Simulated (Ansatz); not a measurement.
**C$_{2}$H$_{7}$NSi (SMILES C=C(N)[SiH3]): density, localisation and related maps**

Input

```
crystal:
  periodic: [false, false, false]
  atoms:
    - {symbol: C, position_ang: [0.188038, 1.494285, 0.379695]}
    - {symbol: C, position_ang: [-0.074678, 0.182588, 0.314406]}
    - {symbol: N, position_ang: [-0.642115, -0.542634, 1.350755]}
    - {symbol: Si, position_ang: [0.201883, -0.726175, -1.300198]}
    - {symbol: H, position_ang: [0.567481, 2.028864, -0.480200]}
    - {symbol: H, position_ang: [0.016828, 2.071913, 1.285165]}
    - {symbol: H, position_ang: [-0.396999, -1.517624, 1.402730]}
    - {symbol: H, position_ang: [-0.636676, -0.095866, 2.255772]}
    - {symbol: H, position_ang: [-1.090532, -1.142517, -1.907228]}
    - {symbol: H, position_ang: [0.991012, -1.965415, -1.044806]}
    - {symbol: H, position_ang: [0.941060, 0.155681, -2.235592]}
basis:
  gaussian: {orbitals: def2-TZVPP}
hamiltonian: {xc: pbe0, dispersion: d4}
output: {orbitals: {seedname: orbitals}}
```

Command:

```sh
ansatz run in.yaml --threads 2 --pin off --events-out ev --progress --plain --max-ram 4352MiB
```

Geometry: PBE0-D4/def2-TZVP.

Theory: RKS PBE0-D4/def2-TZVPP (Ansatz 0.2.0).

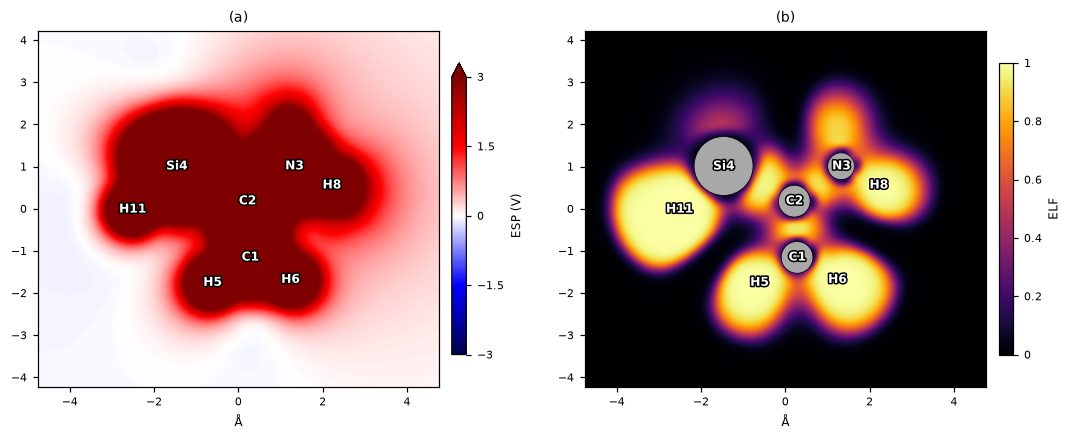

Figure 1. (a) molecular electrostatic potential; (b) ELF on the plane of atoms N3, C2 and Si4. Grey discs cover the atomic cores in the ELF map.

Question: What do the fields say about this system?

Answer: Atoms in the plane: C, N, Si and H. C–C (1.34 Å): the ELF peaks at about 0.95 between the atoms (a short, multiple covalent bond). C–N (1.39 Å): the ELF peaks at about 0.90 between the atoms: localised, covalent bonding. C–Si (1.87 Å): the ELF peaks at about 0.95 between the atoms (a covalent bond). N–H (1.01 Å): the ELF climbs to about 1 towards the hydrogen, as it does in any bond to H; an ordinary covalent bond to hydrogen. C–H (1.08 Å): the ELF climbs to about 1 towards the hydrogen (a covalent bond by its length). The potential has no marked negative region in this plane.

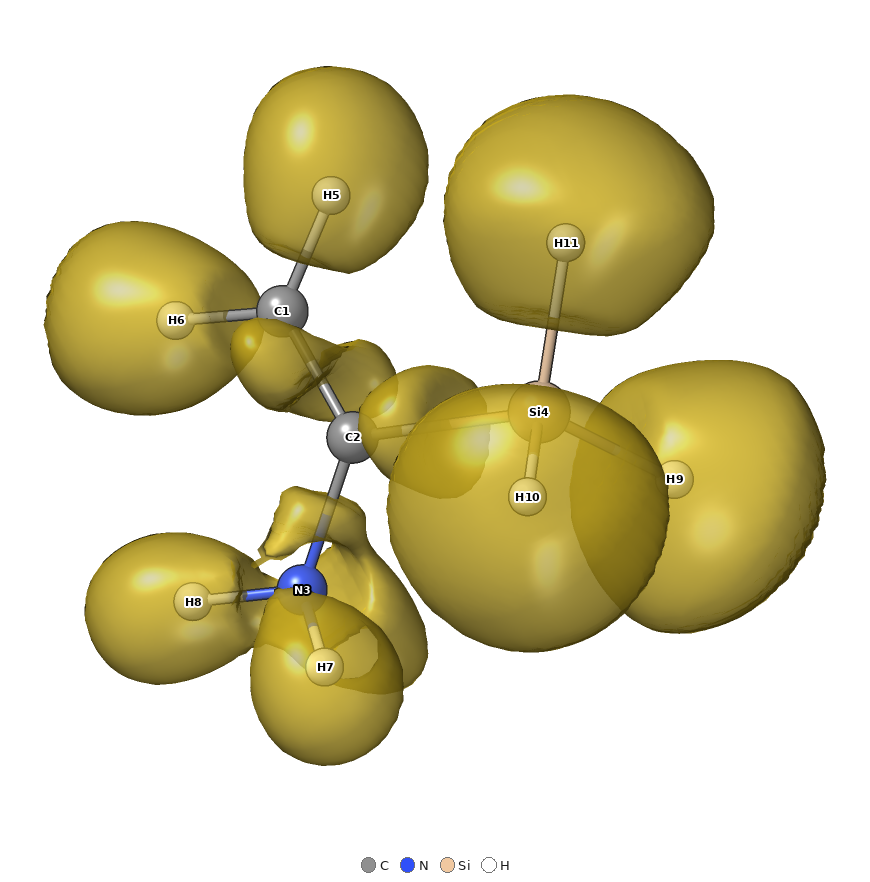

Figure 2. Isosurface of the electron localisation function at 0.8 (yellow), seen at a tilt. Only the valence region is drawn (cores and ρ < 0.01 e/Å³ removed).

Question: Identify the bonds, lone pairs and shells in this picture.

Answer: The ELF exceeds this value in one region between bonded C–C atoms (shared pairs), one region between bonded C–Si atoms (shared pairs), five regions around hydrogen nuclei and one joined region spread over several atoms (H, N), in which their bonds and any lone pairs are merged.

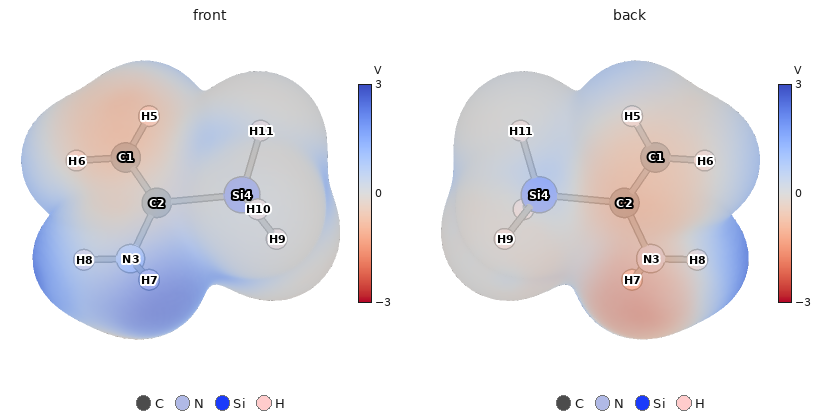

Figure 3. The molecular electrostatic potential painted on the density surface at 0.002 e/bohr³, seen from the front and from behind; the colour scale runs from red (negative) to blue (positive).

Question: Where is the surface potential most negative and most positive?

Answer: The most negative region (about −1.2 V) lies over N3, the most positive (about +2.0 V) over H7 and H8. N3 is the likeliest acceptor of a hydrogen bond.
